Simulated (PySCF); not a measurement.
# C$_{4}$H$_{10}$N$_{2}$OSi: excited-state calculation

- system: C$_{4}$H$_{10}$N$_{2}$OSi, SMILES C=CC(=O)N[Si@@H](C)N
- method: TDDFT B3LYP/def2-SVPD, vertical, gas phase, core orbitals frozen in the response (PySCF 2.14.0)

The geometry comes from this level: GFN2-xTB.

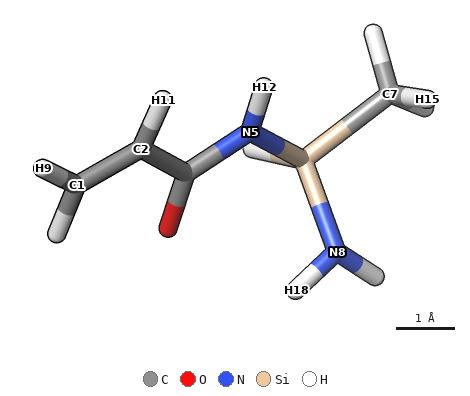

**Figure 1.** The structure as given in the input (stick view, seen at a tilt; atoms are numbered from 1 in the order of the input).

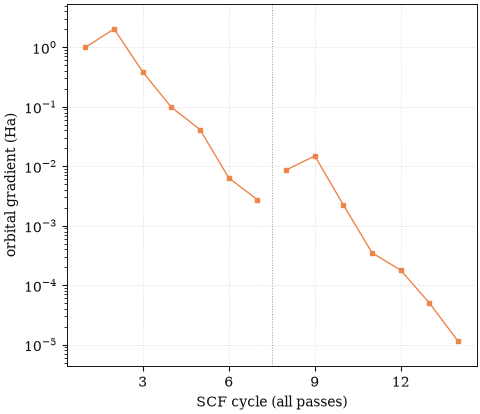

**Figure 2.** Convergence of the self-consistent field: orbital gradient against the SCF cycle. The dotted line marks the change from a coarse to the final integration grid. The first 7 cycles use a coarse grid, the final grid takes over at cycle 8, and the field converges after 14 cycles in all.

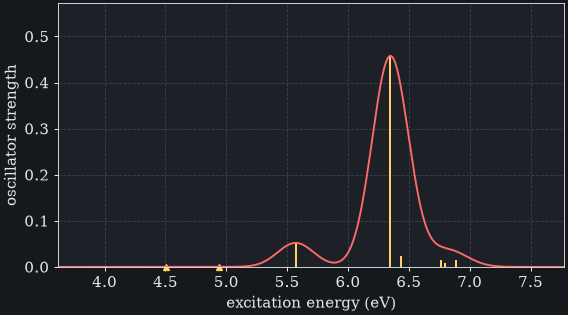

**Figure 3.** Computed excitations as sticks (degenerate states added up, dark ones marked on the axis), with a Gaussian envelope of 0.35 eV full width at half maximum, scaled to the tallest. Of the 8 states the lowest lies at 4.51 eV (f = 0.000); the strongest line is at 6.34 eV, or 195 nm (f = 0.458).

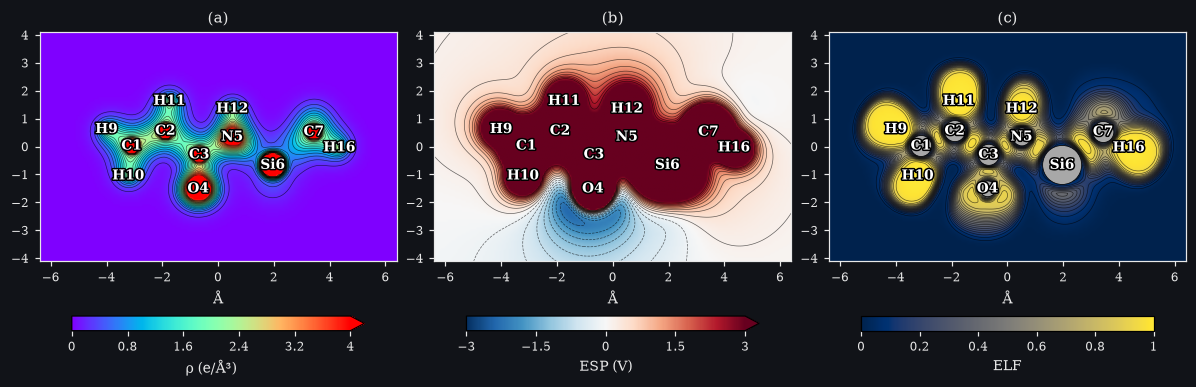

**Figure 4.** (a) total electron density; (b) electrostatic potential; (c) electron localisation function on the plane of atoms C3, N5 and Si6. Grey discs, where drawn, cover atomic cores. The section cuts through C, O, N, Si and H sites. C–O (1.22 Å): ρ at the midpoint is about 3.3 e/Å³; the ELF peaks at about 0.90 between the atoms; a multiple bond by its length, whose ELF region spreads away from the axis. C–N (1.35 Å): ρ at the midpoint is about 2.4 e/Å³; the ELF peaks at about 0.90 between the atoms (a covalent bond). N–H (1.01 Å): ρ at the midpoint is about 2.9 e/Å³, with its minimum of 2.3 e/Å³ about 0.8 Å from N; the ELF climbs to about 1 towards the hydrogen, as it does in any bond to H (a covalent bond by its length).

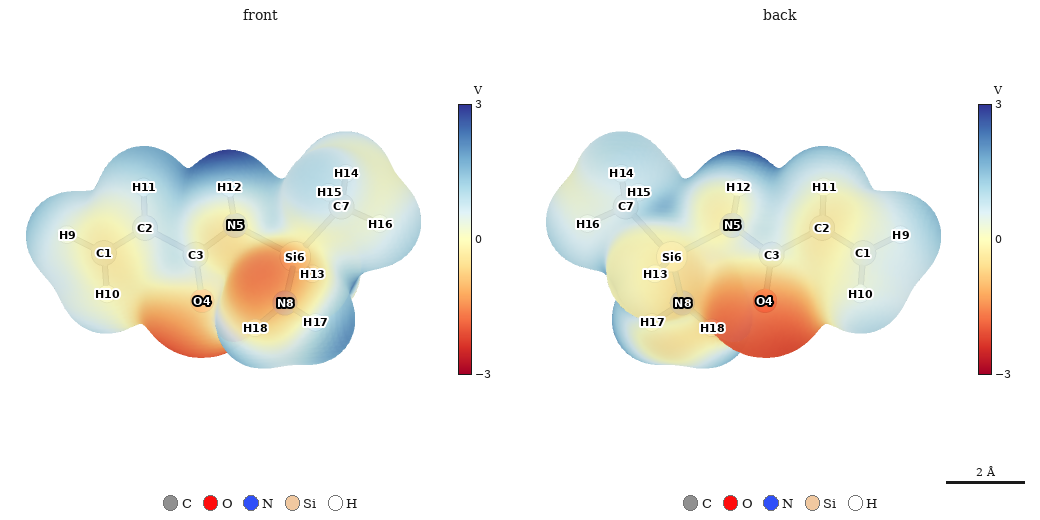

**Figure 5.** The molecular electrostatic potential painted on the density surface at 0.004 e/bohr³, seen at a tilt and from behind; red is negative and blue positive.

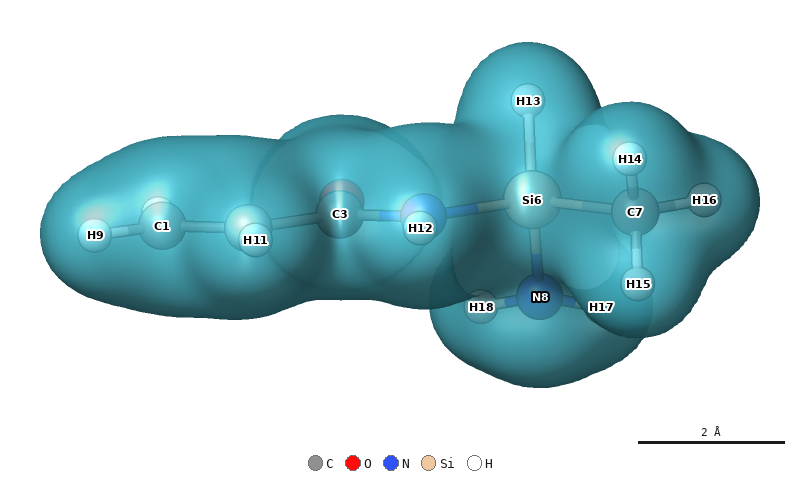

**Figure 6.** Isosurface of the electron density at 0.1 e/Å³ (cyan), seen from the side. At this value the surface is in one piece. On the grid the lowest density along these lines, outside the cores, is 2.8 e/Å³ (C–O, 1.22 Å), 2.3 e/Å³ (C–C, 1.32 Å), 2.3 e/Å³ (C–N, 1.35 Å) and 0.93 e/Å³ (Si–N, 1.72 Å).

The input and output of the run follow.

### Input
```
{"job": {"kind": "uv", "xc": "B3LYP", "basis": "def2-SVPD", "nstates": 8, "ntriplets": 3}, "charge": 0, "multiplicity": 1}
C      3.652903    -0.039915     0.039326
C      2.489587     0.574108    -0.114109
C      1.210258    -0.169043    -0.020739
O      1.147275    -1.370344     0.182975
N      0.080449     0.550576    -0.171954
Si    -1.440895    -0.322196    -0.050611
C     -2.813186     0.939858    -0.375903
N     -1.441402    -1.441337    -1.356521
H      4.596669     0.474997    -0.021840
H      3.674251    -1.099398     0.236504
H      2.424780     1.635620    -0.311978
H      0.156782     1.538122    -0.347965
H     -1.511274    -0.832469     1.322896
H     -2.788417     1.756663     0.337069
H     -2.751777     1.361628    -1.373597
H     -3.779904     0.459452    -0.284077
H     -2.279110    -1.962827    -1.558717
H     -0.635751    -2.047177    -1.407177
```

The first line tells a small driver script what to run in PySCF; the rest is the geometry in Å.

Launch command:
```bash
OMP_NUM_THREADS=1 python <driver script> task.json out
```

### Log
```
coarse grid: 15384 points
cycle   1  E = -632.1267213248  dE =  1.015e+00  |g| = 9.966e-01  |ddm| = 7.093e+00
cycle   2  E = -631.4547410023  dE =  6.720e-01  |g| = 2.034e+00  |ddm| = 5.416e+00
cycle   3  E = -632.3060821945  dE = -8.513e-01  |g| = 3.852e-01  |ddm| = 4.311e+00
cycle   4  E = -632.3372043392  dE = -3.112e-02  |g| = 9.803e-02  |ddm| = 6.222e-01
cycle   5  E = -632.3388573744  dE = -1.653e-03  |g| = 4.115e-02  |ddm| = 2.220e-01
cycle   6  E = -632.3392772004  dE = -4.198e-04  |g| = 6.370e-03  |ddm| = 7.112e-02
cycle   7  E = -632.3392855398  dE = -8.339e-06  |g| = 2.742e-03  |ddm| = 1.383e-02
final grid: 143672 points
cycle   8  E = -632.4347285923  dE = -3.759e-05  |g| = 8.645e-03  |ddm| = 1.663e-01
cycle   9  E = -632.4346954893  dE =  3.310e-05  |g| = 1.492e-02  |ddm| = 3.446e-02
cycle  10  E = -632.4347453746  dE = -4.989e-05  |g| = 2.230e-03  |ddm| = 2.110e-02
cycle  11  E = -632.4347464021  dE = -1.028e-06  |g| = 3.502e-04  |ddm| = 3.188e-03
cycle  12  E = -632.4347464233  dE = -2.119e-08  |g| = 1.783e-04  |ddm| = 8.210e-04
cycle  13  E = -632.4347464308  dE = -7.449e-09  |g| = 5.014e-05  |ddm| = 3.533e-04
cycle  14  E = -632.4347464314  dE = -6.296e-10  |g| = 1.140e-05  |ddm| = 9.999e-05
converged SCF energy = -632.4347464314

Static polarisability (au): isotropic 94.636, principal 72.354 86.751 124.804

Singlet excitations
state   eV       nm        f      main configurations
  1   4.5085    275.0   0.00022   H-1->L 0.83, H->L 0.15
  2   4.9371    251.1   0.00012   H->L 0.85, H-1->L 0.15
  3   5.5700    222.6   0.05438   H-2->L 0.97
  4   6.3448    195.4   0.45776   H-3->L 0.91
  5   6.4335    192.7   0.02387   H->L+1 0.81, H->L+2 0.13
  6   6.7666    183.2   0.01534   H-4->L 0.95
  7   6.7967    182.4   0.00926   H-1->L+1 0.65, H->L+2 0.23
  8   6.8878    180.0   0.01593   H->L+2 0.50, H-1->L+1 0.29, H->L+1 0.09

Triplet excitations (Tamm-Dancoff, eV): 3.9697 4.2056 4.5135
```

### Summary

| quantity | value |
| --- | --- |
| outcome | converged |
| total energy | −632.434746 hartree |
| HOMO | −7.09 eV |
| LUMO | −1.47 eV |
| dipole moment | 2.49 D |
| mean polarisability | 94.64 a.u. |
| lowest singlet excitation | 4.51 eV |
| hardware | 1 CPU thread, shared host |
| wall time | 1.7 min |
| peak memory | 1.1 GiB |
